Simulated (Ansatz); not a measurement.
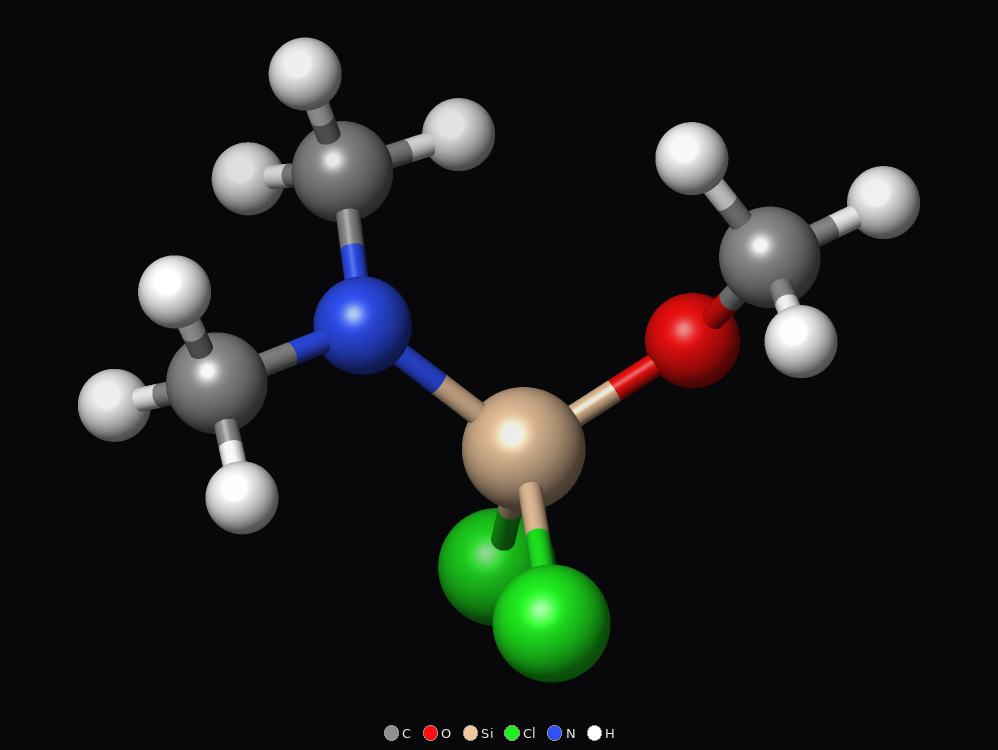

The geometry was computed by an optimisation with PBE-D4/def2-SVP. No frequency run is at hand to confirm it as a minimum.

Draw it as a skeletal formula.

SMILES: CO[Si](Cl)(Cl)N(C)C

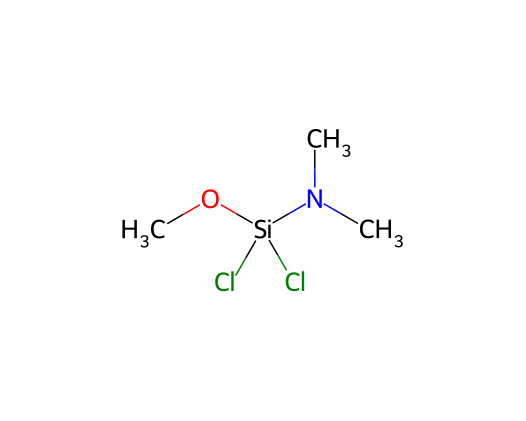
